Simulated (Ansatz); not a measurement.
# Cs on Ir(111): change of the work function, part 3 of 4

Wanted: Δφ(θ) for Cs/Ir(111), starting from the fcc site.

Ansatz 0.2.0; plane-wave DFT, PBE, Ansatz PAW.

So far, work function, upper face (eV): step 2 (the clean slab) 5.49; step 3 (37 atoms, coverage 0.111 ML, cell 3x3) 1.98.

### 4. The covered slab, k-mesh 6×6×1, coverage 0.25 ML

System of this step: Cs/Ir(111). The cell holds 17 atoms: 16 Ir and 1 Cs. Its edges and angles: a = 5.431 Å, b = 5.431 Å, c = 28.278 Å, α = 90.0°, β = 90.0°, γ = 60.0°. Vacuum lies along c.

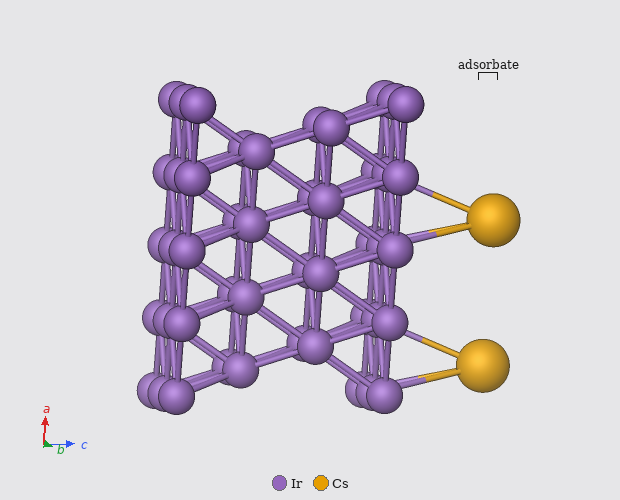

The cell of this step (iridium purple, caesium orange). 2×1×1 cells are drawn. Some periodic images of atoms are drawn too.

Another coverage, to see how the dipoles act on each other as their distance changes.

input.yaml reads:

```yaml
crystal:
  lattice:
    - [5.4305800796, 0.0, 0.0]
    - [2.7152900398, 4.7030203062, 0.0]
    - [0.0, 0.0, 28.2777532303]
  atoms:
    - { symbol: Ir, position: [0.0, 0.0, 0.3182713961] }
    - { symbol: Ir, position: [0.1666666667, 0.1666666667, 0.3966731353] }
    - { symbol: Ir, position: [0.3333333333, 0.3333333333, 0.4749836049] }
    - { symbol: Ir, position: [0.0, 0.0, 0.5529181457] }
    - { symbol: Ir, position: [0.0, 0.5, 0.3182713961] }
    - { symbol: Ir, position: [0.1666666667, 0.6666666667, 0.3966731353] }
    - { symbol: Ir, position: [0.3333333333, 0.8333333333, 0.4749836049] }
    - { symbol: Ir, position: [0.0, 0.5, 0.5529181457] }
    - { symbol: Ir, position: [0.5, 0.0, 0.3182713961] }
    - { symbol: Ir, position: [0.6666666667, 0.1666666667, 0.3966731353] }
    - { symbol: Ir, position: [0.8333333333, 0.3333333333, 0.4749836049] }
    - { symbol: Ir, position: [0.5, 0.0, 0.5529181457] }
    - { symbol: Ir, position: [0.5, 0.5, 0.3182713961] }
    - { symbol: Ir, position: [0.6666666667, 0.6666666667, 0.3966731353] }
    - { symbol: Ir, position: [0.8333333333, 0.8333333333, 0.4749836049] }
    - { symbol: Ir, position: [0.5, 0.5, 0.5529181457] }
    - { symbol: Cs, position: [0.1666666667, 0.1666666667, 0.6817286039] }
kpoints:
  mp_grid: { grid: [6, 6, 1] }
hamiltonian:
  xc: pbe
scf:
  occupations: { method: fermi_dirac, width: 0.1 }
  convergence: { dr2_threshold: 1.0e-08 }
efield:
  axis: 3
  dipole_correction: true
  ramp_position: 0.97
  ramp_width: 0.06
relax:
  f_tol: 0.02
  max_steps: 60
  constraints: [{ sites: [0, 1, 4, 5, 8, 9, 12, 13] }]
output:
  dos: { projected: true, e_range: [-8, 4] }
  write_potential: true
  write_density: true
  volumetric_format: npy
  elf: true
```

Command:

```console
$ ansatz run input.yaml --threads 4 --pin off --max-ram 16384MiB --backend cpu --events-out ev --progress --plain --runs-dir out
```

Numbers of over 12 decimals in the logs are rounded to 6 here.

The program printed:

```text
[...]
Crystal: 17 atoms, lattice volume = 722.217 Å³
Basis set: ecut = 420 eV, 14045 PW (Γ), exchange–correlation on 80×80×384 points (8 copies of the dense FFT grid, shifted against one another)
Bands: 169, of which v1, the nominal top of the filled ones, is band 141 counted from 1 (140 counted from 0)
Symmetry: 6 space group operations
[...]
k-points: 7 of 36 (time reversal used)
[...]
SCF iter   1: F=—  HF=-196630.207079 eV  |F-HF|=—  |Δ(HF+E_count)|=         —  Δρ=7.59e-3  dr2=4.61e0  ethr=1.77e-3  p=0.493 e·Å  D=1.23e-1 V/Å  ΔV_dip=-3.49 eV  dr2_dipole=6.15e-1  V_vac-E_F(+/−)=1.68/5.17 eV  ⟨swp⟩=8.3  Hψ=5166  notcnv=0  defer=8
[...]
SCF iter  13: F=-196630.121122 eV  HF=-196630.121122 eV  |F-HF|=1.05e-8  |Δ(HF+E_count)|=   2.07e-9  Δρ=4.62e-7  dr2=2.25e-9  ethr=3.56e-12  p=0.478 e·Å  D=1.20e-1 V/Å  ΔV_dip=-3.39 eV  dr2_dipole=3.98e-10  V_vac-E_F(+/−)=2.12/5.51 eV  ⟨swp⟩=16.0  Hψ=8752  notcnv=0
SCF 1 converged in 13 iterations: F = -196630.121122 eV  dr2 = 2.25e-9
[...]
relax step   1: F+E_penalty+E_count = -196630.12112224 eV  Δ(F+E_penalty+E_count) = +0.000e0 eV  max|allowed force component| = 6.344e-1 eV/Å  Δτ_max = 0.0000 Å  (13 SCF iters, accepted)
[...]
SCF iter  10: F=-196630.187344 eV  HF=-196630.187344 eV  |F-HF|=2.91e-10  |Δ(HF+E_count)|=   1.80e-8  Δρ=3.79e-7  dr2=2.96e-9  ethr=3.56e-12  p=0.488 e·Å  D=1.22e-1 V/Å  ΔV_dip=-3.46 eV  dr2_dipole=3.86e-10  V_vac-E_F(+/−)=2.05/5.51 eV  ⟨swp⟩=14.6  Hψ=8310  notcnv=0
SCF 2 converged in 10 iterations: F = -196630.187344 eV  dr2 = 2.96e-9
[...]
relax step   2: F+E_penalty+E_count = -196630.18734387 eV  Δ(F+E_penalty+E_count) = -6.622e-2 eV  max|allowed force component| = 6.003e-1 eV/Å  Δτ_max = 0.0855 Å  (10 SCF iters, accepted)
SCF iter   1: F=—  HF=-196630.300608 eV  |F-HF|=—  |Δ(HF+E_count)|=         —  Δρ=2.14e-3  dr2=3.15e-1  ethr=2.95e-3  p=0.488 e·Å  D=1.22e-1 V/Å  ΔV_dip=-3.46 eV  dr2_dipole=1.41e-2  V_vac-E_F(+/−)=2.06/5.52 eV  ⟨swp⟩=4.1  Hψ=2205  notcnv=0  defer=15
[...]
SCF iter  12: F=-196630.292166 eV  HF=-196630.292166 eV  |F-HF|=1.66e-9  |Δ(HF+E_count)|=   3.11e-9  Δρ=4.67e-7  dr2=5.02e-9  ethr=3.56e-12  p=0.513 e·Å  D=1.29e-1 V/Å  ΔV_dip=-3.64 eV  dr2_dipole=4.25e-11  V_vac-E_F(+/−)=1.87/5.51 eV  ⟨swp⟩=15.6  Hψ=8886  notcnv=0
SCF 3 converged in 12 iterations: F = -196630.292166 eV  dr2 = 5.02e-9
[...]
relax step   3: F+E_penalty+E_count = -196630.29216629 eV  Δ(F+E_penalty+E_count) = -1.048e-1 eV  max|allowed force component| = 4.420e-1 eV/Å  Δτ_max = 0.1956 Å  (12 SCF iters, accepted)
[...]
relax step   4: F+E_penalty+E_count = -196630.35179876 eV  Δ(F+E_penalty+E_count) = -5.963e-2 eV  max|allowed force component| = 1.369e-1 eV/Å  Δτ_max = 0.1947 Å  (12 SCF iters, accepted)
[...]
relax step   5: F+E_penalty+E_count = -196630.35750908 eV  Δ(F+E_penalty+E_count) = -5.710e-3 eV  max|allowed force component| = 3.772e-2 eV/Å  Δτ_max = 0.0596 Å  (10 SCF iters, accepted)
SCF iter   1: F=—  HF=-196630.356750 eV  |F-HF|=—  |Δ(HF+E_count)|=         —  Δρ=3.94e-4  dr2=1.45e-2  ethr=1.65e-6  p=0.556 e·Å  D=1.39e-1 V/Å  ΔV_dip=-3.94 eV  dr2_dipole=4.11e-3  V_vac-E_F(+/−)=1.57/5.51 eV  ⟨swp⟩=3.0  Hψ=2344  notcnv=0  defer=22
[...]
SCF iter   9: F=-196630.357894 eV  HF=-196630.357894 eV  |F-HF|=1.11e-9  |Δ(HF+E_count)|=   1.84e-8  Δρ=3.75e-7  dr2=6.38e-9  ethr=3.56e-12  p=0.559 e·Å  D=1.40e-1 V/Å  ΔV_dip=-3.96 eV  dr2_dipole=1.64e-10  V_vac-E_F(+/−)=1.55/5.51 eV  ⟨swp⟩=14.1  Hψ=8779  notcnv=0
SCF 6 converged in 9 iterations: F = -196630.357894 eV  dr2 = 6.38e-9
relax step   6: F+E_penalty+E_count = -196630.35789412 eV  Δ(F+E_penalty+E_count) = -3.850e-4 eV  max|allowed force component| = 1.016e-2 eV/Å  Δτ_max = 0.0165 Å  (9 SCF iters, accepted)
[...]
SCF converged after 9 iterations
Free energy (F): -196630.357894 eV
[...]
Internal energy: -196629.769385 eV  (E = F + TS)
E sigma→0 (E₀):  -196630.063639 eV
Entropy (-TS):   -0.588510 eV (-34.618 meV/atom)
Fermi energy:    6.413107 eV
Dipole field:    D = 0.140161 V/Å  (p = 0.559415 e·Å, saw-weighted, corrected)
Work function:   Φ+ = 1.5455 eV   Φ− = 5.5091 eV
[...]
--- Forces (eV/Å), atoms counted from 1 ---
  atom   1  Ir     0.00342549     0.00197770     0.17005764
  atom   2  Ir    -0.00000000    -0.00000000    -0.11551330
  atom   3  Ir     0.00163094     0.00094162     0.00139263
  atom   4  Ir    -0.00324036    -0.00187082    -0.00841242
  atom   5  Ir     0.00000000    -0.00395541     0.17005764
  atom   6  Ir     0.02787333    -0.01609268    -0.18431394
  atom   7  Ir    -0.00000000    -0.00188325     0.00139263
  atom   8  Ir    -0.00000000     0.00374164    -0.00841242
  atom   9  Ir    -0.00342549     0.00197770     0.17005764
  atom  10  Ir    -0.00000000     0.03218535    -0.18431394
  atom  11  Ir    -0.00163094     0.00094162     0.00139263
  atom  12  Ir     0.00324036    -0.00187082    -0.00841242
  atom  13  Ir     0.00000000    -0.00000000     0.17010698
  atom  14  Ir    -0.02787333    -0.01609268    -0.18431394
  atom  15  Ir     0.00000000     0.00000000    -0.00280573
  atom  16  Ir     0.00000000     0.00000000     0.00185234
  atom  17  Cs     0.00000000    -0.00000000     0.01016196
  max |Σ_I F_I| component: 2.60e-5 eV/Å
--- Band table (eV; the first three rows and the last of 7) ---
  k-point 0: bands = [... 137 lower, 7.0395, 7.0395, 7.0488, 7.1774, 7.1774, 7.3956, 7.3956, 7.4015, ... 24 higher]
  k-point 1: bands = [... 137 lower, 6.6601, 6.7179, 6.8142, 6.8389, 6.9045, 6.9427, 6.9484, 7.0260, ... 24 higher]
  k-point 2: bands = [... 137 lower, 5.8941, 5.8964, 6.1568, 6.3396, 6.4146, 6.5068, 6.5763, 6.5947, ... 24 higher]
  k-point 6: bands = [... 137 lower, 5.9921, 6.1338, 6.1343, 6.1516, 6.1610, 6.4854, 6.5208, 6.5471, ... 24 higher]
--- Relaxed structure (6 steps of the walk, 6 accepted, 0 SCFs on fresh bases) ---
  F+E_penalty+E_count = -196630.35789412 eV   max|allowed force component| = 1.016e-2 eV/Å
  atoms:
    - { symbol: Ir, position: [-1.795949010449182e-17, -1.7959490104491812e-17, 0.318271] }
    - { symbol: Ir, position: [0.166667, 0.166667, 0.396673] }
    - { symbol: Ir, position: [0.333377, 0.333377, 0.475412] }
    - { symbol: Ir, position: [-0.00127391, -0.00127391, 0.553262] }
    - { symbol: Ir, position: [2.7755575615628914e-17, 0.500000, 0.318271] }
    - { symbol: Ir, position: [0.166667, 0.666667, 0.396673] }
    - { symbol: Ir, position: [0.333377, 0.833246, 0.475412] }
    - { symbol: Ir, position: [-0.00127391, 0.502548, 0.553262] }
    - { symbol: Ir, position: [0.500000, -1.7959490104491812e-17, 0.318271] }
    - { symbol: Ir, position: [0.666667, 0.166667, 0.396673] }
    - { symbol: Ir, position: [0.833246, 0.333377, 0.475412] }
    - { symbol: Ir, position: [0.502548, -0.00127391, 0.553262] }
    - { symbol: Ir, position: [0.5, 0.500000, 0.318271] }
    - { symbol: Ir, position: [0.666667, 0.666667, 0.396673] }
    - { symbol: Ir, position: [0.833333, 0.833333, 0.474521] }
    - { symbol: Ir, position: [0.5, 0.500000, 0.554192] }
    - { symbol: Cs, position: [0.166667, 0.166667, 0.662213] }
```

Elapsed: 3 min, on 4 threads of Arm Neoverse V1, shared host; peak memory 2.9 GiB; 12 min of CPU time.

The steps of the relaxation:

```csv
step,energy less that of the first step (eV),largest force component (eV/Å)
1,0.0000,0.6344
2,-0.0662,0.6003
3,-0.1710,0.4420
4,-0.2307,0.1369
5,-0.2364,0.0377
6,-0.2368,0.0102
```

Forces are held to the 6 operations that the run works with; a distortion that breaks them can't arise in this run.

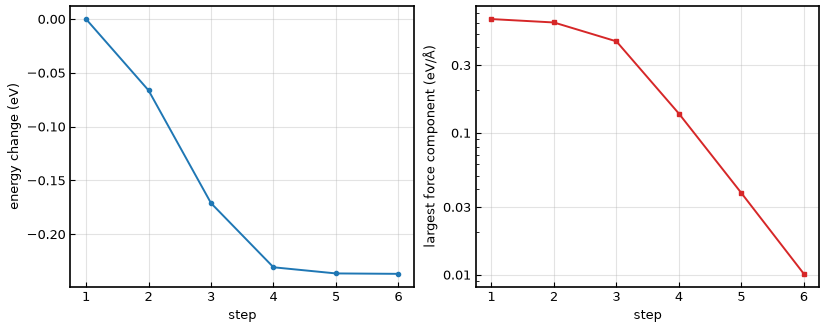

Energy and largest force along the relaxation.

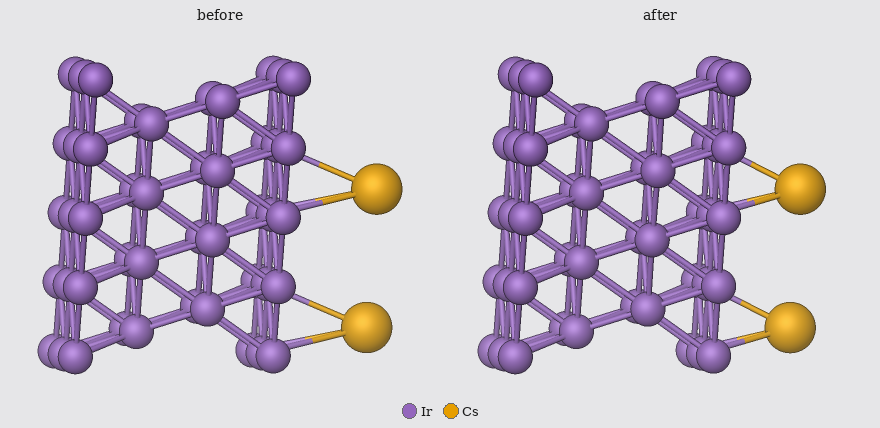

Before and after, at one scale.

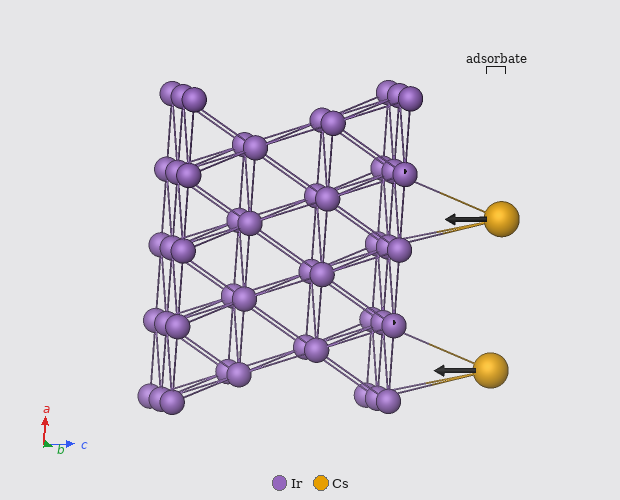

Displacements in the relaxation, exaggerated; the longest in the cell stands for 0.55 Å. 2×1×1 cells are drawn. Some periodic images of atoms are drawn too.

The atoms that moved most (Å):

```csv
atom,dx,dy,dz,length
Cs17,0.000,0.000,-0.552,0.552
Ir16,0.000,0.000,0.036,0.036
Ir4,-0.010,-0.006,0.010,0.015
Ir12,0.010,-0.006,0.010,0.015
Ir8,0.000,0.012,0.010,0.015
Ir15,0.000,0.000,-0.013,0.013
Ir7,0.000,0.000,0.012,0.012
Ir3,0.000,0.000,0.012,0.012
```

The relaxed structure:

```xyz
17
Lattice="5.4306 0.0000 0.0000 2.7153 4.7030 0.0000 0.0000 0.0000 28.2778" Properties=species:S:1:pos:R:3
Ir    0.0000    0.0000    9.0000
Ir    1.3576    0.7838   11.2170
Ir    2.7156    1.5679   13.4436
Ir   -0.0104   -0.0060   15.6450
Ir    1.3576    2.3515    9.0000
Ir    2.7153    3.1353   11.2170
Ir    4.0729    3.9188   13.4436
Ir    1.3576    2.3635   15.6450
Ir    2.7153    0.0000    9.0000
Ir    4.0729    0.7838   11.2170
Ir    5.4302    1.5679   13.4436
Ir    2.7257   -0.0060   15.6450
Ir    4.0729    2.3515    9.0000
Ir    5.4306    3.1353   11.2170
Ir    6.7882    3.9192   13.4184
Ir    4.0729    2.3515   15.6713
Cs    1.3576    0.7838   18.7259
```

Numbers from this step:

- energy at zero smearing: -196630.0636 eV
- work function, upper face: 1.545 eV
- work function, lower face: 5.509 eV
- dipole along the normal: 0.5594 e·Å
- step between the vacuum levels: -3.964 eV

Running mean over 2.217 Å of the planar mean; the ramp of the sawtooth is left out. Table of electron's electrostatic potential energy less the Fermi level by z:

```csv
z (Å),electron's electrostatic potential energy less the Fermi level (eV)
4,5.51
5,5.50
6,5.43
7,4.27
8,-5.49
9,-12.7
10,-13.3
11,-13.5
12,-13.5
13,-13.5
14,-13.5
15,-13.3
16,-11.9
17,-2.68
18,-0.485
19,-2.14
20,-0.612
21,1.02
22,1.38
23,1.49
24,1.53
25,1.54
```

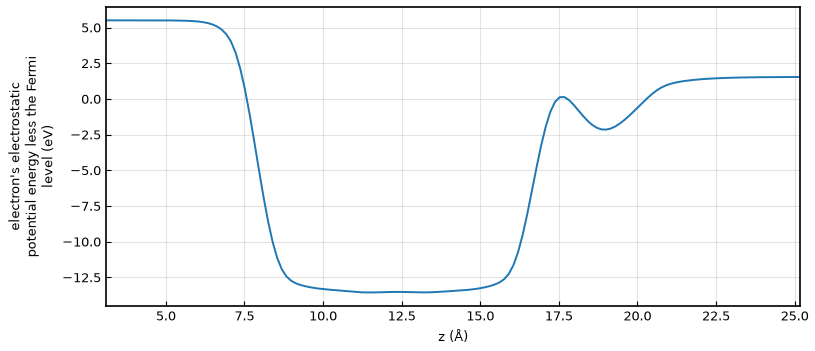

Electron's electrostatic potential energy less the Fermi level, plotted against z.

(Continued in part 4 of 4.)

[Logs are printed without paths, hosts, clocks, repeated set-up lines and the standing remarks that a program may print on its own settings, such as how far it seeks lower states.]

[Hosts, paths, dates, database ids (printed as entryN), source tags and the programs' standing remarks are cut or masked in the printed files.]

[Maps of the electrostatic potential energy from Ansatz leave out the sawtooth potential of an applied field or a dipole correction, so their vacuum need not be flat; planar profiles and work functions include it.]
